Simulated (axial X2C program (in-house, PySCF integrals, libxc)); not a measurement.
**AgC: bond curves with and without spin–orbit coupling**

Aim: find the lowest determinant of AgC, scan the bond at several levels and fit the constants, once spin-free and once with spin–orbit coupling.

Computed with an in-house X2C program for linear molecules on PySCF integrals. Level: all-electron X2C, Ag dyall-cv3z, C dyall-v3z.

All values are calculated.

## (1) Set-up

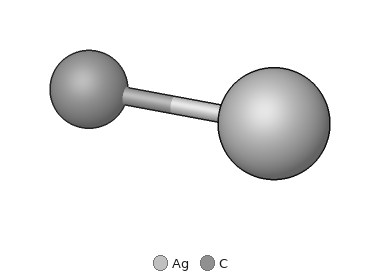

The two atoms at 2.060 Å (silver light grey, carbon grey).

Input file task.json:

```json
{
 "zs": [
  47,
  6
 ],
 "q": 0,
 "bas": [
  "dyall-cv3z",
  "dyall-v3z"
 ],
 "levels": [
  "PBE0",
  "HF",
  "LDA",
  "r2SCAN",
  "PBEsol"
 ],
 "cc": true,
 "r0": 2.06,
 "thr": -2.0,
 "nmax": 140
}
```

Keys: zs atomic numbers; q charge; bas basis sets; levels methods (HF also brings MP2); cc coupled cluster on or off; r0 starting distance in Å; thr threshold in hartree for freezing inner shells (an s shell follows its p shell); nmax most natural virtual spinors.

Command:

```
$ python so2c.py task.json out
```

Spin-free means the one-electron spin-free X2C Hamiltonian; two-component (2c) means X2C with spin–orbit coupling and atomic mean-field two-electron Coulomb and Gaunt terms. Basis: Ag dyall-cv3z contracted to [12s12p8d5f3g], C dyall-v3z contracted to [7s6p2d1f]; Gaussian nuclei, density fitting. Masses: Ag 106.905 u, C 12.000 u.

Notation: σ, π±, δ± give the projection m of an orbital's angular momentum (0, ±1, ±2), α and β its spin, Λ and M_S the sums; ω is the projection of a spinor's total angular momentum and Ω the sum. Logs are in hartree.

The results follow Hamiltonian by Hamiltonian and level by level.

## (2) Search for the lowest determinant

Determinants are compared with PBE0 at 2.060 Å.

Spin-free determinants:

```json
{"ΔE (eV)": "0.00", "state": "M_S = 3/2, Λ = 0", "open shells": "beyond closed shells: σα, π+α, π-α"}
{"ΔE (eV)": "0.35", "state": "M_S = 1/2, Λ = 1", "open shells": "beyond closed shells: π+α"}
{"ΔE (eV)": "0.57", "state": "M_S = 1/2, Λ = 0", "open shells": "beyond closed shells: σβ, π+α, π-α"}
{"ΔE (eV)": "1.49", "state": "M_S = 1/2, Λ = 0", "open shells": "beyond closed shells: σα, π+β, π-α"}
{"ΔE (eV)": "1.49", "state": "M_S = 1/2, Λ = 2", "open shells": "beyond closed shells: σα, π+α, π+β"}
{"ΔE (eV)": "1.96", "state": "M_S = 3/2, Λ = 1", "open shells": "beyond closed shells: 2 × σα, π+α"}
{"ΔE (eV)": "2.39", "state": "M_S = 1/2, Λ = 1", "open shells": "beyond closed shells: 2 × σα, π+β"}
```

Two-component determinants:

```
ΔE (eV)    state                                       open shells
   0.00  Ω = 3/2                     excess of +ω over −ω: ω = 3/2
   0.33  Ω = 1/2                     excess of +ω over −ω: ω = 1/2
   0.57  Ω = 1/2       excess of +ω over −ω: 2 × ω = -1/2, ω = 3/2
   1.48  Ω = 5/2        excess of +ω over −ω: 2 × ω = 1/2, ω = 3/2
   1.52  Ω = 1/2                     excess of +ω over −ω: ω = 1/2
   2.38  Ω = 3/2                 excess of +ω over −ω: 3 × ω = 1/2
   4.66  Ω = 3/2  excess of +ω over −ω: ω = 1/2, ω = -3/2, ω = 5/2
```

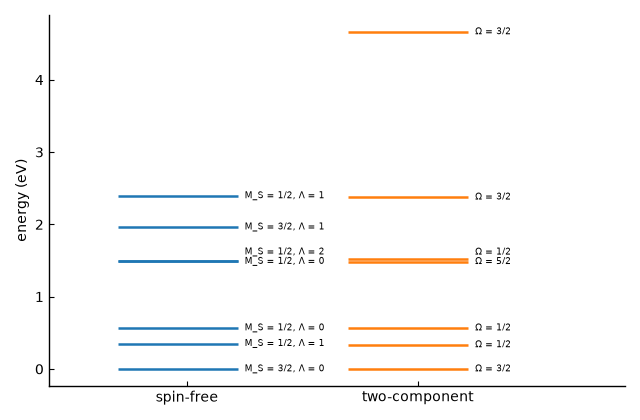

The determinants found, each set from its own lowest.

## (3) PBE0, spin-free

State followed: M_S = 3/2, Λ = 0 (beyond closed shells: σα, π+α, π-α). The scan is laid around 2.023 Å, a first estimate of the minimum, and this SCF restarts from the orbitals of the search.

Output at 2.023 Å:

```text
spin-free X2C-1e  PBE0
basis functions 192  fitting functions 915  grid points 5077
iter        total energy     max residual
   1      -5351.275621598     1.48e+01
   2      -5352.871131094     4.12e+00
   3      -5352.994320693     4.03e-01
   4      -5353.007443670     3.36e-01
   5      -5353.015893705     6.24e-02
   6      -5353.016514002     5.85e-02
   7      -5353.016699369     2.12e-02
   8      -5353.016740709     4.76e-03
   9      -5353.016750827     3.02e-03
  10      -5353.016754026     2.18e-03
  11      -5353.016754654     3.60e-04
  12      -5353.016754828     2.85e-04
  13      -5353.016754884     2.56e-04
  14      -5353.016754891     5.67e-05
  15      -5353.016754892     1.54e-05
converged
one-electron -7526.14274317  Coulomb 2254.98321617  exact exchange -38.29765134  xc functional -117.32525796  nuclear repulsion 73.76568140
```

Along the bond, energies from the lowest point:

```csv
R (Å),E (eV),μ (D),HOMO (eV),LUMO (eV),iterations
1.760,0.4827,-3.49,-6.03,-3.27,36
1.841,0.1974,-3.68,-6.02,-3.28,34
1.902,0.0766,-3.81,-6.00,-3.30,30
1.962,0.0156,-3.93,-5.99,-3.32,26
2.023,0.0000,-4.04,-5.97,-3.35,15
2.094,0.0245,-4.16,-5.95,-3.38,26
2.165,0.0817,-4.26,-5.93,-3.42,24
2.256,0.1865,-4.37,-5.91,-3.47,23
2.367,0.3405,-4.47,-5.89,-3.53,20
2.529,0.5780,-4.51,-5.91,-3.59,19
2.751,0.8778,-4.38,-5.99,-3.64,15
3.034,1.1752,-3.98,-6.10,-3.62,13
```

Dipoles are positive if C is the positive end.

Outer orbitals at the reference distance:

```csv
symmetry,occupied,ε (eV),atomic character
σα,yes,-16.29,"67% C s, 15% Ag d, 9% Ag p"
σβ,yes,-13.27,"42% C s, 40% Ag d, 6% Ag s"
π-α,yes,-10.84,"94% Ag d, 6% C p"
π+α,yes,-10.84,"94% Ag d, 6% C p"
σα,yes,-10.60,"76% Ag d, 13% C p, 8% C s"
π+β,yes,-10.47,97% Ag d
π-β,yes,-10.47,97% Ag d
δ-α,yes,-10.40,100% Ag d
δ+α,yes,-10.40,100% Ag d
δ+β,yes,-10.24,100% Ag d
δ-β,yes,-10.24,100% Ag d
σβ,yes,-9.37,"58% Ag d, 26% C s, 8% Ag s"
σα,yes,-6.72,"55% C p, 35% Ag s, 7% Ag d"
π+α,yes,-5.97,"82% C p, 8% Ag p, 8% Ag d"
π-α,yes,-5.97,"82% C p, 8% Ag p, 8% Ag d"
σβ,no,-3.35,"54% Ag s, 26% C p, 14% Ag p"
σα,no,-2.50,"39% Ag s, 36% Ag p, 20% C p"
π+β,no,-1.03,"52% C p, 46% Ag p"
π-β,no,-1.03,"52% C p, 46% Ag p"
```

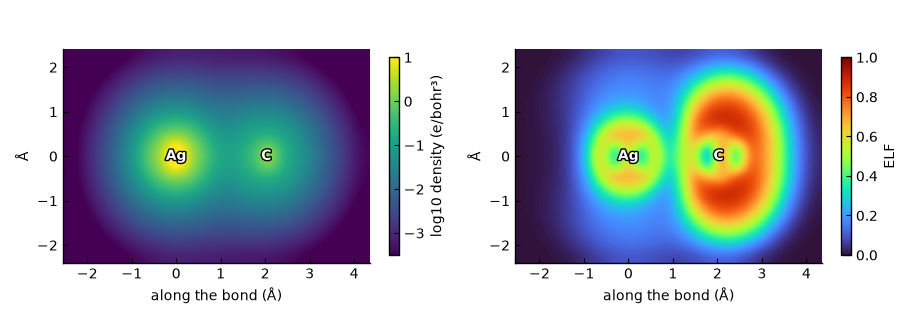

PBE0 fields in a plane through the axis, from a grid of 0.3 Å; Ag lies at z = 0 and C at z = 2.023 Å; the ELF is damped to zero where the density is low.

Re = 2.017 Å, ωe = 489 cm⁻¹, ωexe = 3.94 cm⁻¹, Be = 0.384 cm⁻¹, De = 1.76 eV, μ = -4.03 D.

## (4) HF, spin-free

The SCF at the reference distance of 2.023 Å:

```text
spin-free X2C-1e  HF
basis functions 192  fitting functions 915  grid points 5077
iter        total energy     max residual
   1      -5350.584450968     4.88e-01
   2      -5350.613260445     1.01e-02
   3      -5350.615962872     3.38e-02
   4      -5350.616963033     1.83e-02
   5      -5350.617463032     2.13e-03
   6      -5350.617670222     5.92e-03
   7      -5350.617694447     2.02e-03
   8      -5350.617701724     7.30e-04
   9      -5350.617702987     5.83e-04
  10      -5350.617703366     8.00e-05
  11      -5350.617703415     4.87e-05
  12      -5350.617703421     2.57e-05
  13      -5350.617703422     1.43e-06
converged
one-electron -7527.24329412  Coulomb 2256.24329985  exact exchange -153.38339056  xc functional 0.00000000  nuclear repulsion 73.76568140
```

No constants are quoted: the solution changes its character somewhere along the scan, so the fit is set aside.

## (5) LDA, spin-free

Output at 2.023 Å:

```text
spin-free X2C-1e  LDA
basis functions 192  fitting functions 915  grid points 5077
iter        total energy     max residual
   1      -5347.545060218     1.15e+00
   2      -5347.558116696     1.94e-02
   3      -5347.558284032     3.20e-01
   4      -5347.562227042     2.35e-02
   5      -5347.562334590     2.77e-02
   6      -5347.562359961     3.04e-03
   7      -5347.562366715     5.27e-03
   8      -5347.562368635     1.18e-03
   9      -5347.562368734     3.27e-05
  10      -5347.562368739     7.51e-05
  11      -5347.562368739     3.27e-06
converged
one-electron -7524.42569514  Coulomb 2253.09999994  exact exchange 0.00000000  xc functional -150.00235495  nuclear repulsion 73.76568140
```

Re = 1.923 Å, ωe = 575 cm⁻¹, ωexe = 4.33 cm⁻¹, Be = 0.4225 cm⁻¹, De = 2.61 eV, μ = -3.33 D.

## (6) r2SCAN, spin-free

Output at 2.023 Å:

```text
spin-free X2C-1e  r2SCAN
basis functions 192  fitting functions 915  grid points 5077
iter        total energy     max residual
   1      -5353.387354379     1.66e-01
   2      -5353.390011675     3.85e-03
   3      -5353.390160564     8.77e-03
   4      -5353.390190700     1.07e-03
   5      -5353.390192273     1.16e-03
   6      -5353.390193346     1.85e-04
   7      -5353.390193691     8.98e-05
   8      -5353.390193763     3.00e-05
   9      -5353.390193769     1.65e-05
converged
one-electron -7525.85434859  Coulomb 2254.69535976  exact exchange 0.00000000  xc functional -155.99688635  nuclear repulsion 73.76568140
```

Re = 1.989 Å, ωe = 511 cm⁻¹, ωexe = 3.9 cm⁻¹, Be = 0.3948 cm⁻¹, De = 2.00 eV, μ = -3.65 D.

## (7) PBEsol, spin-free

Output at 2.023 Å:

```text
spin-free X2C-1e  PBEsol
basis functions 192  fitting functions 915  grid points 5077
iter        total energy     max residual
   1      -5350.174739265     3.93e-01
   2      -5350.179353164     1.59e-02
   3      -5350.180756547     1.21e-01
   4      -5350.182094159     1.35e-02
   5      -5350.182142594     1.27e-02
   6      -5350.182149783     3.19e-03
   7      -5350.182159274     2.87e-03
   8      -5350.182160123     1.13e-03
   9      -5350.182160290     1.88e-05
  10      -5350.182160292     4.40e-05
  11      -5350.182160293     1.24e-06
converged
one-electron -7524.71403119  Coulomb 2253.43873350  exact exchange 0.00000000  xc functional -152.67254401  nuclear repulsion 73.76568140
```

Re = 1.952 Å, ωe = 543 cm⁻¹, ωexe = 4.32 cm⁻¹, Be = 0.4101 cm⁻¹, De = 2.29 eV, μ = -3.43 D.

## (8) MP2 and beyond, spin-free

Correlated methods: 15 electrons correlated (frozen shells, counted by type: Ag 4 s, 3 p, 1 d; C 1 s), 249 virtual spinors in MP2, 140 natural virtuals in coupled cluster.

Output of the correlated part at 2.023 Å:

```text
correlated 15  virtual 249  natural virtual 140  E(MP2) -0.507408592  MP2 remainder -0.011216831
iter   CCSD correlation   residual
   1     -0.463696190   1.32e-01
   2     -0.474463848   5.27e-02
   3     -0.477298164   2.89e-02
   4     -0.477642837   1.50e-02
   5     -0.478052183   7.16e-03
   6     -0.478170938   3.10e-03
   7     -0.478159836   1.33e-03
   8     -0.478184620   5.31e-04
   9     -0.478170019   2.03e-04
  10     -0.478173176   6.93e-05
  11     -0.478172200   2.69e-05
  12     -0.478172195   1.23e-05
(T) -0.021576889  T1 0.0385  D1 0.1224  max T2 0.047
```

T1 in the output is the amplitude norm over the root of the electron number; divide by √2 for the Lee–Taylor value.

MP2: No constants are quoted: the reference changes its character somewhere along the scan, so the fit is set aside.

CCSD: No constants are quoted: the reference changes its character somewhere along the scan, so the fit is set aside.

CCSD(T): No constants are quoted: the reference changes its character somewhere along the scan, so the fit is set aside.

## (9) A higher determinant, spin-free

State: M_S = 1/2, Λ = 1 (beyond closed shells: π+α).

Output at the reference distance:

```text
spin-free X2C-1e  PBE0
basis functions 192  fitting functions 915  grid points 5077
iter        total energy     max residual
   1      -5351.057658961     1.53e+01
   2      -5352.743449587     5.92e+00
   3      -5352.975736932     4.09e-01
   4      -5352.985026298     4.25e-01
   5      -5353.001789281     5.74e-02
   6      -5353.003603313     6.13e-02
   7      -5353.003846961     7.18e-03
   8      -5353.003863764     4.62e-03
   9      -5353.003867657     1.91e-03
  10      -5353.003868180     8.61e-04
  11      -5353.003868315     3.30e-04
  12      -5353.003868378     3.09e-04
  13      -5353.003868426     1.70e-04
  14      -5353.003868470     1.80e-04
  15      -5353.003868488     1.01e-04
  16      -5353.003868492     1.99e-05
converged
one-electron -7526.02796651  Coulomb 2254.77639017  exact exchange -38.26113551  xc functional -117.25683804  nuclear repulsion 73.76568140
```

```csv
R (Å),E above the lowest PBE0 point (eV)
1.760,0.816
1.841,0.540
1.902,0.423
1.962,0.365
2.023,0.351
2.094,0.376
2.165,0.433
2.256,0.537
2.367,0.693
```

Re = 2.016 Å, ωe = 484 cm⁻¹, ωexe = 3.46 cm⁻¹, Be = 0.3846 cm⁻¹, μ = -2.83 D. Te = 0.35 eV.

State: M_S = 1/2, Λ = 0 (beyond closed shells: σβ, π+α, π-α).

Output at the reference distance:

```text
spin-free X2C-1e  PBE0
basis functions 192  fitting functions 915  grid points 5077
iter        total energy     max residual
   1      -5351.196453141     1.49e+01
   2      -5352.822961791     4.50e+00
   3      -5352.973187856     5.33e-01
   4      -5352.984834791     3.87e-01
   5      -5352.995206367     4.93e-02
   6      -5352.995536650     4.08e-02
   7      -5352.995658854     2.40e-02
   8      -5352.995695258     3.54e-03
   9      -5352.995704097     4.15e-03
  10      -5352.995707009     1.92e-03
  11      -5352.995707865     5.54e-04
  12      -5352.995708127     3.97e-04
  13      -5352.995708201     2.58e-04
  14      -5352.995708209     4.55e-05
  15      -5352.995708210     9.54e-06
converged
one-electron -7525.71704199  Coulomb 2254.54489846  exact exchange -38.28566335  xc functional -117.30358274  nuclear repulsion 73.76568140
```

```csv
R (Å),E above the lowest PBE0 point (eV)
1.760,1.063
1.841,0.780
1.902,0.659
1.962,0.595
2.023,0.573
2.094,0.585
2.165,0.626
2.256,0.704
2.367,0.819
```

Re = 2.033 Å, ωe = 445 cm⁻¹, ωexe = 5.1 cm⁻¹, Be = 0.3779 cm⁻¹, μ = -3.88 D. ⟨S²⟩ = 1.77 against 0.75 for a pure state, so this determinant mixes spins. Te = 0.57 eV.

## (10) The spin-free curves together

Energy (eV) of the followed determinant, spin-free, from each level's lowest point:

```csv
R (Å),PBE0,HF (jumps),MP2 (its reference jumps),CCSD (its reference jumps),CCSD(T) (its reference jumps),LDA,r2SCAN,PBEsol
1.760,0.483,1.127,0.455,n/a,n/a,0.229,0.397,0.302
1.841,0.197,0.632,0.182,0.276,0.237,0.048,0.142,0.087
1.902,0.077,0.376,0.067,0.126,0.102,0.000,0.042,0.016
1.962,0.016,0.199,0.010,0.039,0.028,0.006,0.000,0.000
2.023,0.000,0.085,0.000,0.000,0.000,0.052,0.002,0.026
2.094,0.024,0.016,0.032,0.002,0.013,0.142,0.044,0.092
2.165,0.082,0.000,0.099,0.042,0.061,0.256,0.117,0.186
2.256,0.186,0.035,0.218,0.131,0.158,0.424,0.240,0.331
2.367,0.341,0.134,0.392,n/a,n/a,0.642,0.412,0.523
2.529,0.578,0.331,0.652,n/a,n/a,0.953,0.672,0.803
2.751,0.878,0.591,0.944,n/a,n/a,1.328,0.996,1.145
3.034,1.175,0.760,1.214,n/a,n/a,1.697,1.318,1.482
```

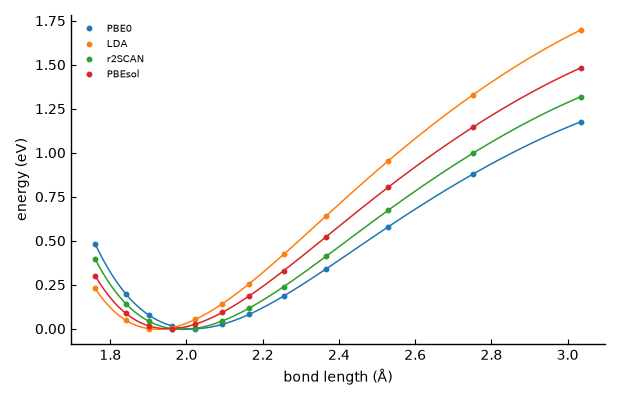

Curves of the followed state, spin-free, each from its own lowest point. Left out: HF, MP2, CCSD, CCSD(T).

## (11) PBE0, 2c

State followed: Ω = 3/2 (excess of +ω over −ω: ω = 3/2). The scan is laid around 2.023 Å, a first estimate of the minimum, and this SCF restarts from the orbitals of the search.

The SCF at the reference distance of 2.023 Å:

```text
two-component X2C + atomic mean field  PBE0
basis functions 192  fitting functions 915  grid points 5077
iter        total energy     max residual
   1      -5349.053122420     1.48e+01
   2      -5350.693288994     3.08e+00
   3      -5350.782817068     5.12e-01
   4      -5350.796477886     2.40e-01
   5      -5350.801802150     6.76e-02
   6      -5350.802140837     4.25e-02
   7      -5350.802678552     3.05e-02
   8      -5350.802736849     1.33e-02
   9      -5350.802750581     3.14e-03
  10      -5350.802754598     2.71e-03
  11      -5350.802755976     9.39e-04
  12      -5350.802756315     4.39e-04
  13      -5350.802756476     3.30e-04
  14      -5350.802756540     2.59e-04
  15      -5350.802756556     6.55e-05
  16      -5350.802756563     8.49e-05
  17      -5350.802756565     5.19e-05
  18      -5350.802756566     1.68e-05
converged
one-electron -7519.96590972  Coulomb 2253.76007023  exact exchange -38.27523819  xc functional -117.25933358  nuclear repulsion 73.76568140  atomic mean-field constant -2.82802671
```

Along the bond, energies from the lowest point:

```csv
R (Å),E (eV),μ (D),HOMO (eV),LUMO (eV),iterations
1.760,0.4828,-3.49,-6.00,-3.27,47
1.841,0.1975,-3.68,-5.99,-3.28,43
1.902,0.0767,-3.81,-5.98,-3.30,39
1.962,0.0156,-3.93,-5.97,-3.32,31
2.023,0.0000,-4.04,-5.95,-3.35,18
2.094,0.0244,-4.16,-5.93,-3.38,32
2.165,0.0815,-4.26,-5.92,-3.42,28
2.256,0.1862,-4.37,-5.90,-3.47,27
2.367,0.3401,-4.46,-5.89,-3.53,24
2.529,0.5774,-4.51,-5.90,-3.59,22
2.751,0.8771,-4.38,-5.99,-3.64,17
3.034,1.1745,-3.98,-6.10,-3.62,13
```

Dipoles are positive if C is the positive end.

Outer spinors at the reference distance:

```tsv
ω	occupied	ε (eV)	atomic character	λ mixture
1/2	yes	-16.29	67% C s, 15% Ag d, 9% Ag p	100% σ
-1/2	yes	-13.28	42% C s, 41% Ag d, 6% Ag s	100% σ
-1/2	yes	-10.98	92% Ag d, 5% C p	98% π, 2% σ
3/2	yes	-10.87	95% Ag d, 4% C p	77% π, 23% δ
1/2	yes	-10.85	86% Ag d, 7% C p, 4% C s	52% σ, 48% π
-3/2	yes	-10.76	99% Ag d	76% δ, 24% π
3/2	yes	-10.36	98% Ag d	77% δ, 23% π
1/2	yes	-10.36	86% Ag d, 8% C p, 4% C s	52% π, 48% σ
-3/2	yes	-10.25	98% Ag d	76% π, 24% δ
5/2	yes	-10.19	100% Ag d	100% δ
-5/2	yes	-10.03	100% Ag d	100% δ
-1/2	yes	-9.35	59% Ag d, 25% C s, 7% Ag s	98% σ, 2% π
1/2	yes	-6.72	55% C p, 35% Ag s, 7% Ag d	100% σ
-1/2	yes	-5.99	82% C p, 8% Ag p, 8% Ag d	100% π
3/2	yes	-5.95	82% C p, 8% Ag d, 8% Ag p	100% π
-1/2	no	-3.35	54% Ag s, 26% C p, 14% Ag p	100% σ
1/2	no	-2.50	39% Ag s, 36% Ag p, 20% C p	100% σ
1/2	no	-1.06	51% C p, 46% Ag p	100% π
-3/2	no	-1.00	52% C p, 45% Ag p	100% π
```

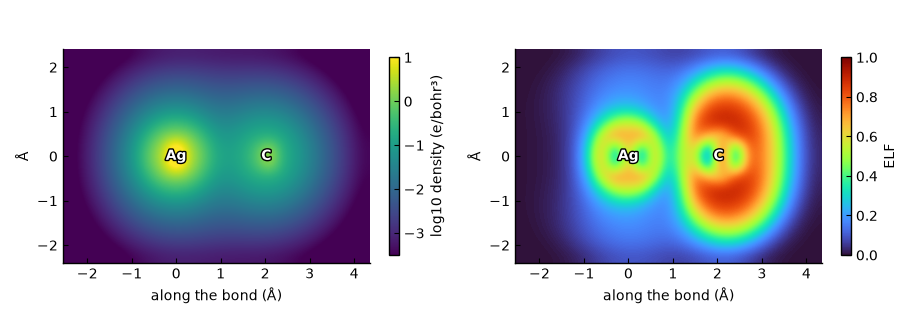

PBE0 fields in a plane through the axis, from a grid of 0.3 Å; Ag lies at z = 0 and C at z = 2.023 Å; the ELF is damped to zero where the density is low.

Re = 2.017 Å, ωe = 489 cm⁻¹, ωexe = 3.93 cm⁻¹, Be = 0.3839 cm⁻¹, De = 1.76 eV, μ = -4.03 D.

## (12) HF, 2c

Output at 2.023 Å:

```text
two-component X2C + atomic mean field  HF
basis functions 192  fitting functions 915  grid points 5077
iter        total energy     max residual
   1      -5348.369137541     4.89e-01
   2      -5348.397957319     1.01e-02
   3      -5348.400663060     3.38e-02
   4      -5348.401661276     1.83e-02
   5      -5348.402161114     2.13e-03
   6      -5348.402368453     5.93e-03
   7      -5348.402392906     2.03e-03
   8      -5348.402400354     7.40e-04
   9      -5348.402401726     6.11e-04
  10      -5348.402402211     8.75e-05
  11      -5348.402402326     8.92e-05
  12      -5348.402402394     1.02e-04
  13      -5348.402402464     4.45e-05
  14      -5348.402402526     2.10e-05
  15      -5348.402402560     3.94e-05
  16      -5348.402402569     1.84e-05
  17      -5348.402402571     2.14e-06
converged
one-electron -7521.06343333  Coulomb 2255.01693847  exact exchange -153.29356240  xc functional 0.00000000  nuclear repulsion 73.76568140  atomic mean-field constant -2.82802671
```

No constants are quoted: the solution changes its character somewhere along the scan, so the fit is set aside.

## (13) LDA, 2c

Output at 2.023 Å:

```text
two-component X2C + atomic mean field  LDA
basis functions 192  fitting functions 915  grid points 5077
iter        total energy     max residual
   1      -5345.335372017     1.15e+00
   2      -5345.348436524     1.94e-02
   3      -5345.348600632     3.20e-01
   4      -5345.352539002     2.34e-02
   5      -5345.352645053     2.74e-02
   6      -5345.352670128     3.03e-03
   7      -5345.352676944     5.26e-03
   8      -5345.352678853     1.18e-03
   9      -5345.352678958     3.21e-05
  10      -5345.352678967     9.71e-05
  11      -5345.352678975     4.12e-05
  12      -5345.352679015     1.51e-04
  13      -5345.352679075     2.64e-04
  14      -5345.352679149     3.16e-04
  15      -5345.352679184     1.37e-04
  16      -5345.352679190     3.29e-05
  17      -5345.352679191     5.56e-06
converged
one-electron -7518.25020255  Coulomb 2251.87826968  exact exchange 0.00000000  xc functional -149.91840101  nuclear repulsion 73.76568140  atomic mean-field constant -2.82802671
```

No constants are quoted: the solution changes its character somewhere along the scan, so the fit is set aside.

## (14) r2SCAN, 2c

Output at 2.023 Å:

```text
two-component X2C + atomic mean field  r2SCAN
basis functions 192  fitting functions 915  grid points 5077
iter        total energy     max residual
   1      -5351.169401842     1.65e-01
   2      -5351.172099058     3.85e-03
   3      -5351.172247903     8.62e-03
   4      -5351.172278521     1.07e-03
   5      -5351.172280361     1.14e-03
   6      -5351.172281492     1.66e-04
   7      -5351.172281777     8.33e-05
   8      -5351.172281850     2.52e-05
   9      -5351.172281864     2.27e-05
  10      -5351.172281870     4.09e-06
converged
one-electron -7519.67661848  Coulomb 2253.47130956  exact exchange 0.00000000  xc functional -155.90462764  nuclear repulsion 73.76568140  atomic mean-field constant -2.82802671
```

Re = 1.990 Å, ωe = 511 cm⁻¹, ωexe = 3.89 cm⁻¹, Be = 0.3947 cm⁻¹, De = 2.00 eV, μ = -3.65 D.

## (15) PBEsol, 2c

Output at 2.023 Å:

```text
two-component X2C + atomic mean field  PBEsol
basis functions 192  fitting functions 915  grid points 5077
iter        total energy     max residual
   1      -5347.962984522     3.93e-01
   2      -5347.967608607     1.59e-02
   3      -5347.969002881     1.21e-01
   4      -5347.970341595     1.35e-02
   5      -5347.970389332     1.26e-02
   6      -5347.970396251     3.20e-03
   7      -5347.970405827     2.86e-03
   8      -5347.970406668     1.12e-03
   9      -5347.970406836     1.82e-05
  10      -5347.970406840     4.78e-05
  11      -5347.970406842     7.71e-06
converged
one-electron -7518.53809907  Coulomb 2252.21654763  exact exchange 0.00000000  xc functional -152.58651010  nuclear repulsion 73.76568140  atomic mean-field constant -2.82802671
```

Re = 1.952 Å, ωe = 543 cm⁻¹, ωexe = 4.31 cm⁻¹, Be = 0.41 cm⁻¹, De = 2.29 eV, μ = -3.43 D.

(Part 1 of 2 ends here.)
